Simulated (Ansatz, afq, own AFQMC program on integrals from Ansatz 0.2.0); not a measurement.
# SiGeH₂ (triplet): quantum Monte Carlo beside coupled cluster at distance Si1–Ge2 = 4.370 Å, cc-pVDZ

How near does AFQMC come to the top of the ladder for SiGeH₂ (triplet)?

Method: cc-pVDZ, frozen cores; program: Ansatz 0.2.0, Gaussian basis, and an in-house AFQMC program (afq) on its integrals; all values are calculated.

The runs, in order: PBE (unrestricted); r2SCAN (unrestricted); PBE0 (unrestricted); B3LYP (unrestricted); wB97M-V (unrestricted); B2PLYP (unrestricted); CCSD(T) on UHF; CCSDT(Q) on UHF; Phaseless AFQMC, CISD trial on UHF.

1 further run of the same task is left out (it didn't finish). Runs told in other sessions of the task aren't counted.

**1. What is computed**

The geometry derives from a PBE0/def2-TZVP stationary point (not a proven minimum). One bond is set to the value named and the two fragments are kept rigid. No spin-orbit coupling is included. The filled d shell of Ge may be among the frozen orbitals whatever the setting's name suggests.

4 atoms, charge 0, spin multiplicity 3.

Atoms are counted from 1 here; the program's logs count them from 0.

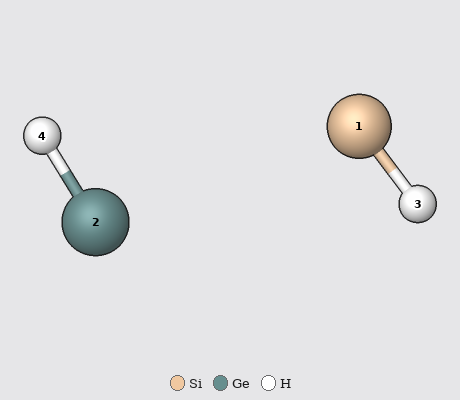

The structure; silicon light orange, germanium teal, hydrogen white; atoms are numbered from 1 in the order of the file.

**2. PBE (unrestricted)**

in.yaml reads:

```yaml
crystal:
  periodic: [false, false, false]
  atoms:
    - {symbol: Si, position_ang: [0.000000, -0.261210, 3.120413]}
    - {symbol: Ge, position_ang: [0.000000, 0.104702, -1.234240]}
    - {symbol: H, position_ang: [0.000000, 1.146161, 3.677294]}
    - {symbol: H, position_ang: [0.000000, -1.413385, -1.676321]}
basis:
  gaussian: {orbitals: cc-pVDZ}
magnetization: {spin_polarized: true, initial_magnetization: 2}
hamiltonian: {xc: {name: PBE}}
output: {orbitals: {seedname: orbitals}}
```

Run with:

```
ansatz run in.yaml --threads 1 --pin off --events-out ev --progress --plain --max-ram 1382MiB
```

The log of the run:

```text
Functional definition: PBE
  name "PBE"
  cite "Perdew, Burke & Ernzerhof, Phys. Rev. Lett. 77, 3865 (1996) doi:10.1103/PhysRevLett.77.3865"
  parent pbe
  parameter kappa = 0.804
  parameter beta = 0.06672455060314922
  exchange = pbe_x(kappa = kappa, mu = beta*pi^2/3)
  correlation = pbe_c(beta = beta)
602 factors; integrals over basis functions are off by at most 1.2e-3 eV
mean field evaluation 1: about -64407.4055 eV, gradient 1.4e1 eV
mean field evaluation 2: about -64375.9289 eV, gradient 4.0e1 eV
mean field evaluation 4: about -64403.5102 eV, gradient 1.6e1 eV
mean field evaluation 8: about -64409.4881 eV, gradient 5.1e0 eV
mean field evaluation 16: about -64409.9402 eV, gradient 4.7e-2 eV
mean field evaluation 32: about -64409.7582 eV, gradient 2.1e-3 eV
mean field evaluation 64: about -64409.8536 eV, gradient 2.1e0 eV
mean field evaluation 96: about -64409.7239 eV, gradient 1.3e0 eV
mean field -64409.94019113 eV, -2367.0216433983 hartree, gradient 1.6e-5 eV, S^2 2.004928; 15 other end points of the search recorded, 0 dependent functions left out
reference -64409.94023098 eV, -2367.0216448628 hartree; 25, 23 occupied and 30, 32 virtual orbitals, 602 factors
Total energy: -64409.94023098 eV, -2367.0216448628 hartree
```

Wall time 5.5 s (1 thread of Intel Xeon 6975P-C (Granite Rapids), shared host).

From the report: ⟨S²⟩ of the determinant 2.005 (pure triplet: 2.00).

**3. r2SCAN (unrestricted)**

Changes to in.yaml since step 2:

```diff
@@ -10,3 +10,2 @@
 magnetization: {spin_polarized: true, initial_magnetization: 2}
-hamiltonian: {xc: {name: PBE}}
-output: {orbitals: {seedname: orbitals}}
+hamiltonian: {xc: {name: r2SCAN}}
```

Launched as before.

The log of the run, shortened:

```text
Functional definition: r2SCAN
  name "r2SCAN"
  cite "Furness, Kaplan, Ning, Perdew & Sun, J. Phys. Chem. Lett. 11, 8208 (2020) doi:10.1021/acs.jpclett.0c02405"
  cite "Furness, Kaplan, Ning, Perdew & Sun, J. Phys. Chem. Lett. 11, 9248 (2020) doi:10.1021/acs.jpclett.0c03077"
  parent r2scan
[...]
602 factors; integrals over basis functions are off by at most 1.2e-3 eV
[...]
mean field -64421.23855106 eV, -2367.4368504677 hartree, gradient 4.3e-6 eV, S^2 2.015928; 20 other end points of the search recorded, 0 dependent functions left out
reference -64421.23856375 eV, -2367.4368509341 hartree; 25, 23 occupied and 30, 32 virtual orbitals, 602 factors
Total energy: -64421.23856375 eV, -2367.4368509341 hartree
```

It took 35 s on 1 thread of Intel Xeon 6975P-C (Granite Rapids), shared host.

From the report: ⟨S²⟩ of the determinant 2.016 (pure triplet: 2.00).

**4. PBE0 (unrestricted)**

Changes to in.yaml since step 3:

```diff
@@ -10,2 +10,3 @@
 magnetization: {spin_polarized: true, initial_magnetization: 2}
-hamiltonian: {xc: {name: r2SCAN}}
+hamiltonian: {xc: {name: PBE0}}
+output: {orbitals: {seedname: orbitals}}
```

Same command.

The log of the run, shortened:

```text
Functional definition: PBE0
  name "PBE0"
  cite "Adamo & Barone, J. Chem. Phys. 110, 6158 (1999) doi:10.1063/1.478522"
  cite "Perdew, Burke & Ernzerhof, Phys. Rev. Lett. 77, 3865 (1996) doi:10.1103/PhysRevLett.77.3865"
  parent pbe
[...]
602 factors; integrals over basis functions are off by at most 1.2e-3 eV
[...]
mean field -64411.95302268 eV, -2367.0956135936 hartree, gradient 8.7e-6 eV, S^2 2.012227; 4 other end points of the search recorded, 0 dependent functions left out
reference -64411.95305160 eV, -2367.0956146564 hartree; 25, 23 occupied and 30, 32 virtual orbitals, 602 factors
Total energy: -64411.95305160 eV, -2367.0956146564 hartree
```

Wall time 3.5 s (1 thread of Intel Xeon 6975P-C (Granite Rapids), shared host).

From the report: ⟨S²⟩ of the determinant 2.012 (pure triplet: 2.00).

**5. B3LYP (unrestricted)**

Changes to in.yaml since step 4:

```diff
@@ -10,3 +10,2 @@
 magnetization: {spin_polarized: true, initial_magnetization: 2}
-hamiltonian: {xc: {name: PBE0}}
-output: {orbitals: {seedname: orbitals}}
+hamiltonian: {xc: {name: B3LYP}}
```

Launched as before.

The log of the run, shortened:

```text
Functional definition: B3LYP
  name "B3LYP"
  cite "Stephens, Devlin, Chabalowski & Frisch, J. Phys. Chem. 98, 11623 (1994) doi:10.1021/j100096a001"
  cite "Becke, Phys. Rev. A 38, 3098 (1988) doi:10.1103/PhysRevA.38.3098"
  cite "Lee, Yang & Parr, Phys. Rev. B 37, 785 (1988) doi:10.1103/PhysRevB.37.785"
  cite "Vosko, Wilk & Nusair, Can. J. Phys. 58, 1200 (1980) doi:10.1139/p80-159"
[...]
602 factors; integrals over basis functions are off by at most 1.2e-3 eV
[...]
mean field -64424.53802589 eV, -2367.5581039313 hartree, gradient 6.0e-6 eV, S^2 2.007605; 12 other end points of the search recorded, 0 dependent functions left out
reference -64424.53827744 eV, -2367.5581131754 hartree; 25, 23 occupied and 30, 32 virtual orbitals, 602 factors
Total energy: -64424.53827744 eV, -2367.5581131754 hartree
```

Run time: 12 s. Hardware: 1 thread of Intel Xeon 6975P-C (Granite Rapids), shared host.

From the report: ⟨S²⟩ of the determinant 2.008 (pure triplet: 2.00).

**6. wB97M-V (unrestricted)**

Changes to in.yaml since step 5:

```diff
@@ -10,2 +10,3 @@
 magnetization: {spin_polarized: true, initial_magnetization: 2}
-hamiltonian: {xc: {name: B3LYP}}
+hamiltonian: {xc: {name: wB97M-V}}
+output: {orbitals: {seedname: orbitals}}
```

Launched as before.

The log of the run, shortened:

```text
Functional definition: wB97M-V
  name "wB97M-V"
  cite "Mardirossian & Head-Gordon, J. Chem. Phys. 144, 214110 (2016) doi:10.1063/1.4952647"
  cite "Becke, J. Chem. Phys. 107, 8554 (1997) doi:10.1063/1.475007"
  cite "Vydrov & Van Voorhis, J. Chem. Phys. 133, 244103 (2010) doi:10.1063/1.3521275"
  # Of w^i u^j: cxij and so on, Table III.
[...]
  gx(w, u) = 1 - cx + cx01*u + cx10*w
  gss(w, u) = css00 + css04*u^4 + css10*w + css20*w^2 + css43*w^4*u^3
  gos(w, u) = cos00 + cos10*w + (cos20 + cos21*u)*w^2 + (cos60 + cos61*u)*w^6
[...]
      + integral(e_c_pw_mod_opposite_spin*gos(b97_w_opposite, b97_u_opposite)) + vv10(b, c)
602 factors; integrals over basis functions are off by at most 1.2e-3 eV
185 factors; integrals over basis functions are off by at most 8.2e-6 eV
[...]
mean field -64418.67378488 eV, -2367.3425970490 hartree, gradient 2.8e-6 eV, S^2 2.004845; 2 other end points of the search recorded, 0 dependent functions left out
reference -64418.67382474 eV, -2367.3425985138 hartree; 25, 23 occupied and 30, 32 virtual orbitals, 602 factors
Total energy: -64418.67382474 eV, -2367.3425985138 hartree
```

Wall time 9.5 s (1 thread of Intel Xeon 6975P-C (Granite Rapids), shared host); peak memory 0.27 GiB.

From the report: ⟨S²⟩ of the determinant 2.005 (pure triplet: 2.00).

**7. B2PLYP (unrestricted)**

Changes to in.yaml since step 6:

```diff
@@ -10,3 +10,3 @@
 magnetization: {spin_polarized: true, initial_magnetization: 2}
-hamiltonian: {xc: {name: wB97M-V}}
-output: {orbitals: {seedname: orbitals}}
+hamiltonian: {xc: {name: B2PLYP}}
+correlation: {electrons: outside_noble_gas}
```

The command is unchanged.

The log of the run, shortened:

```text
Functional definition: B2PLYP
  name "B2PLYP"
  cite "Grimme, J. Chem. Phys. 124, 034108 (2006) doi:10.1063/1.2148954"
  cite "Becke, Phys. Rev. A 38, 3098 (1988) doi:10.1103/PhysRevA.38.3098"
  cite "Lee, Yang & Parr, Phys. Rev. B 37, 785 (1988) doi:10.1103/PhysRevB.37.785"
[...]
602 factors; integrals over basis functions are off by at most 1.2e-3 eV
[...]
mean field -64406.51572691 eV, -2366.8957966594 hartree, gradient 2.7e-6 eV, S^2 2.012652; 14 other end points of the search recorded, 0 dependent functions left out
19 core orbitals not correlated: weight in the atoms' cores, before any rotation towards them, 0.999 or more for the frozen orbitals, at most 0.000 for the correlated occupied ones
reference -64406.51588748 eV, -2366.8958025603 hartree; 6, 4 occupied and 30, 32 virtual orbitals, 602 factors
second order -4.43138558 eV of doubles, -0.00000000 eV of singles
Total energy: -64407.71236158 eV, -2366.9397721727 hartree
```

It took 12 s on 1 thread of Intel Xeon 6975P-C (Granite Rapids), shared host.

From the report: ⟨S²⟩ of the determinant 2.013 (pure triplet: 2.00).

**8. CCSD(T) on UHF**

Changes to in.yaml since step 7:

```diff
@@ -10,3 +10,2 @@
 magnetization: {spin_polarized: true, initial_magnetization: 2}
-hamiltonian: {xc: {name: B2PLYP}}
-correlation: {electrons: outside_noble_gas}
+correlation: {method: ccsd_t, electrons: outside_noble_gas, hamiltonian_folder: ham}
```

The command is unchanged.

The log of the run, shortened:

```text
Functional definition: HF
  name "HF"
  cite "Fock, Z. Phys. 61, 126 (1930) doi:10.1007/BF01340294"
  parent pbe
[...]
602 factors; integrals over basis functions are off by at most 1.2e-3 eV
[...]
mean field -64362.92924011 eV, -2365.2940228135 hartree, gradient 4.3e-8 eV, S^2 2.030428; 39 other end points of the search recorded, 0 dependent functions left out
determinant -64362.92924011 eV, -2365.2940228135 hartree, with singles and doubles -64367.61117878 eV, -2365.4660808862 hartree
determinant -64362.92453558 eV, -2365.2938499254 hartree, with singles and doubles -64367.60249346 eV, -2365.4657617065 hartree
determinant -64362.85558044 eV, -2365.2913158708 hartree, with singles and doubles -64367.53660465 eV, -2365.4633403377 hartree
determinant -64362.76227264 eV, -2365.2878868724 hartree, with singles and doubles -64367.45982535 eV, -2365.4605187504 hartree
[...]
determinant -64362.92453558 eV, -2365.2938499254 hartree, with singles and doubles -64367.60468711 eV, -2365.4658423220 hartree
determinant -64362.85558044 eV, -2365.2913158708 hartree, with singles and doubles -64367.53856528 eV, -2365.4634123893 hartree
determinant -64362.76227264 eV, -2365.2878868724 hartree, with singles and doubles -64367.45986061 eV, -2365.4605200459 hartree
determinant -64361.38498101 eV, -2365.2372723383 hartree, with singles and doubles -64367.11124802 eV, -2365.4477087699 hartree
19 core orbitals not correlated: weight in the atoms' cores, before any rotation towards them, 1.000 or more for the frozen orbitals, at most 0.000 for the correlated occupied ones
reference -64362.92924011 eV, -2365.2940228135 hartree; 6, 4 occupied and 30, 32 virtual orbitals, 602 factors
second order -3.43870273 eV of doubles, -0.00000000 eV of singles
cycle   1  -4.68183593 eV  change   -6.7e-6 eV  update   4.9e-6
perturbative correction -0.08776319 eV, -0.0032252378 hartree
Total energy: -64367.69883923 eV, -2365.4693023484 hartree
```

Run time: 31 s. Hardware: 1 thread of Intel Xeon 6975P-C (Granite Rapids), shared host.

From the report: ⟨S²⟩ of the determinant 2.030 (pure triplet: 2.00); correlation -4.7696 eV; T1 0.017; largest double amplitude 0.08.

This run also writes the integrals to the folder ham.

**9. CCSDT(Q) on UHF**

Changes to in.yaml since step 8:

```diff
@@ -10,2 +10,2 @@
 magnetization: {spin_polarized: true, initial_magnetization: 2}
-correlation: {method: ccsd_t, electrons: outside_noble_gas, hamiltonian_folder: ham}
+correlation: {method: ccsdt_q, electrons: outside_noble_gas}
```

The command is unchanged.

The log of the run, shortened:

```text
Functional definition: HF
  name "HF"
  cite "Fock, Z. Phys. 61, 126 (1930) doi:10.1007/BF01340294"
  parent pbe
[...]
1038 factors; integrals over basis functions are off by at most 2.0e-7 eV
[...]
mean field -64362.92932698 eV, -2365.2940260062 hartree, gradient 7.1e-6 eV, S^2 2.030426; 38 other end points of the search recorded, 0 dependent functions left out
determinant -64362.92932698 eV, -2365.2940260062 hartree, with singles and doubles -64367.61128419 eV, -2365.4660847602 hartree
determinant -64362.92462279 eV, -2365.2938531301 hartree, with singles and doubles -64367.60259952 eV, -2365.4657656044 hartree
determinant -64362.85566587 eV, -2365.2913190101 hartree, with singles and doubles -64367.53671030 eV, -2365.4633442202 hartree
determinant -64362.76234665 eV, -2365.2878895923 hartree, with singles and doubles -64367.45991659 eV, -2365.4605221032 hartree
[...]
determinant -64362.85566587 eV, -2365.2913190101 hartree, with singles and doubles -64367.53866944 eV, -2365.4634162171 hartree
determinant -64362.76234665 eV, -2365.2878895923 hartree, with singles and doubles -64367.45995155 eV, -2365.4605233882 hartree
determinant -64361.38508640 eV, -2365.2372762115 hartree, with singles and doubles -64367.11135870 eV, -2365.4477128371 hartree
19 core orbitals not correlated: weight in the atoms' cores, before any rotation towards them, 1.000 or more for the frozen orbitals, at most 0.000 for the correlated occupied ones
reference -64362.92932698 eV, -2365.2940260062 hartree; 6, 4 occupied and 30, 32 virtual orbitals, 1038 factors
second order -3.43874011 eV of doubles, -0.00000000 eV of singles
cycle   1  -4.26842939 eV  change   -8.3e-1 eV  update   8.7e-2
[...]
cycle  51  -4.80877604 eV  change   -5.8e-7 eV  update   2.6e-7
perturbative correction -0.01069533 eV, -0.0003930460 hartree
Total energy: -64367.74879835 eV, -2365.4711383121 hartree
```

Run time: 68 s. Hardware: 1 thread of Intel Xeon 6975P-C (Granite Rapids), shared host; peak memory 0.32 GiB.

From the report: ⟨S²⟩ of the determinant 2.030 (pure triplet: 2.00); correlation -4.8195 eV; T1 0.025; largest double amplitude 0.25.

**10. Phaseless AFQMC, CISD trial on UHF**

It reads the integrals that the CCSD(T) run on this determinant wrote.

Run with:

```
afq ham --method phaseless --trial cisd --walkers 60 --populations 1 --least-time 40 --time-step 0.005 --steps-per-block 50 --equilibration-blocks 40 --max-blocks 300 --target-error 0.00076 --factor-cut 1e-05 --start spin_pure --seed 9792 --release-times 0.24,0.51,0.99,1.62,2.4 --release-step 0.03 --release-every 4 --taylor-order 6
```

The log of the run:

```text
orbitals 36  electrons 6 4  factors 252 of 602
reference energy -2365.29402281 Eh
CCSD correlation -0.17205421 Eh in 18 cycles, weight of the determinant in the CISD state 0.8641
energy of the start -2365.465323 Eh
 block  time / (1/Eh)  mean weight  energy / Eh
     1     0.250  0.9990  -2365.463040
     2     0.500  0.9997  -2365.462894
     3     0.750  0.9990  -2365.464465
     4     1.000  1.0009  -2365.465027
     5     1.250  1.0002  -2365.465069
     6     1.500  1.0013  -2365.465326
     7     1.750  1.0013  -2365.466159
     8     2.000  1.0005  -2365.466186
     9     2.250  1.0002  -2365.464783
    10     2.500  1.0000  -2365.466806
    11     2.750  0.9997  -2365.466393
    16     4.000  0.9997  -2365.470213
    21     5.250  0.9996  -2365.470954
    26     6.500  0.9995  -2365.467531
    31     7.750  1.0024  -2365.468560
    36     9.000  0.9995  -2365.468444
    41    10.250  1.0017  -2365.467826
    46    11.500  1.0016  -2365.467616
    51    12.750  1.0018  -2365.468181
    56    14.000  1.0012  -2365.475417
    61    15.250  1.0017  -2365.470970
    66    16.500  0.9985  -2365.470741
    71    17.750  1.0014  -2365.473582
    76    19.000  1.0008  -2365.470699
    81    20.250  1.0015  -2365.467991
    86    21.500  0.9997  -2365.467388
    91    22.750  1.0013  -2365.469869
    96    24.000  1.0003  -2365.470670
   101    25.250  0.9994  -2365.466417
   106    26.500  0.9990  -2365.468396
   111    27.750  1.0024  -2365.467793
   116    29.000  1.0001  -2365.465955
   121    30.250  0.9979  -2365.468525
   126    31.500  1.0015  -2365.469734
   131    32.750  1.0005  -2365.469863
   136    34.000  1.0001  -2365.465509
   141    35.250  1.0004  -2365.468149
   146    36.500  1.0013  -2365.469198
   151    37.750  0.9998  -2365.466305
   156    39.000  0.9990  -2365.467370
   161    40.250  1.0008  -2365.471740
   166    41.500  0.9998  -2365.468521
   171    42.750  0.9996  -2365.469384
   176    44.000  1.0018  -2365.472435
   181    45.250  1.0015  -2365.471974
   186    46.500  0.9999  -2365.469897
   191    47.750  0.9997  -2365.470094
   196    49.000  1.0009  -2365.469446
blocks merged  error / Eh  count
     1  0.000228  160
     2  0.000290  80
     4  0.000378  40
     8  0.000458  20
    16  0.000620  10
released: time / (1/Eh)  energy / Eh  error  mean overlap
  0.24  -2365.469772  0.000400  1.0035
  0.51  -2365.469554  0.000336  1.0085
  0.99  -2365.470258  0.000443  1.0050
  1.62  -2365.470611  0.000381  0.9809
  2.40  -2365.470592  0.000368  0.9951
energy -2365.469326 +/- 0.000458 Eh
```

Run time: 2.9 min. Hardware: 1 thread of Intel Xeon 6975P-C (Granite Rapids), shared host.

Energy -64367.6995 ± 0.0125 eV. Caveats: constraint bias not in the error. The error still grows with block length (0.0103 to 0.0169 eV), so the bar may be too small.

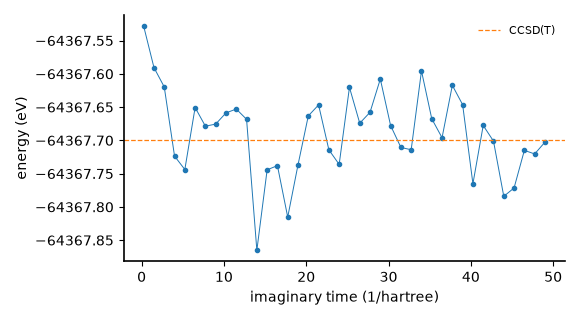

Block energies along the walk.

**11. All levels side by side**

On the UHF determinant, counted from CCSDT(Q) (a yardstick, not exact):

```
                                              level  energy (eV)  from CCSDT(Q) (meV)  statistical error (meV)     time
                                                 HF  -64362.9292              +4819.6                                  
                                                MP2  -64366.3679              +1380.9                                  
                                               CCSD  -64367.6111               +137.7                                  
                                            CCSD(T)  -64367.6988                +50.0                                  
                                           CCSDT(Q)  -64367.7488                  0.0                                  
Phaseless AFQMC, CISD trial, step 0.005, 60 walkers  -64367.6995                +49.3                     12.5  2.9 min
```

The functionals' totals stand on their own zeros and serve differences with other points: PBE -64409.940 eV; r2SCAN -64421.239 eV; PBE0 -64411.953 eV; B3LYP -64424.538 eV; wB97M-V -64418.674 eV; B2PLYP -64407.712 eV.

**12. Results**

| quantity | value |
| --- | --- |
| CCSD(T) on UHF from CCSDT(Q) | +50.0 meV |
| Phaseless AFQMC, CISD trial on UHF from CCSDT(Q) | +49.3 ± 12.5 meV |

In words: On UHF the phaseless walk with the CISD trial lies +49.3 meV from CCSDT(Q), 4 times its error bar. Error bars are statistical and leave out the constraint, the time step and what remains of the start.
